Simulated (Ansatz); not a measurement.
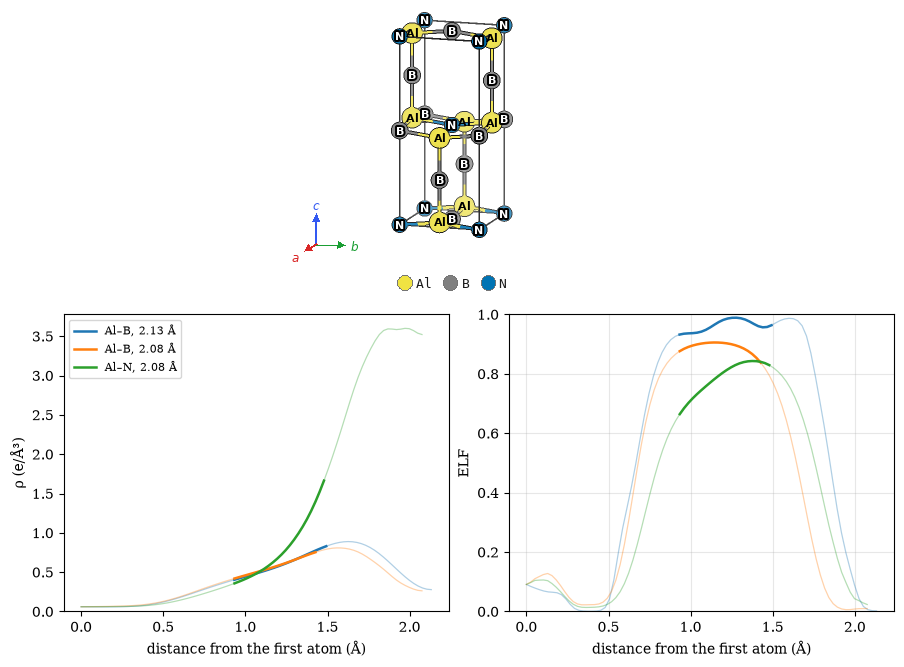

Figure. Al2B2N. Valence charge density (pseudo) and electron localisation function along straight lines between neighbouring atoms. Thin, pale parts lie inside the atomic spheres. The structure is drawn too.

Space group I-4m2; a structure generated by program, which may or may not match a known phase; computed without spin polarisation.

Level of theory: DFT PBE, scalar-relativistic, plane waves, PAW in Ansatz 0.2.0.

In a PAW calculation such maps are meaningful between the atoms, not at the nuclei.

Question: What can be read from the curves?

Answer: Al–B (2.13 Å): the density is about 0.48 e/Å³ at the midpoint; the ELF peaks at about 1 between the atoms.
Al–B (2.08 Å): ρ is about 0.48 e/Å³ halfway; the ELF peaks at about 0.90 between the atoms.
Al–N (2.08 Å): ρ is about 0.45 e/Å³ halfway; the ELF peaks at about 0.85 in the valence shell of N, 0.7 Å from its nucleus, and is about 0.75 at the midpoint.
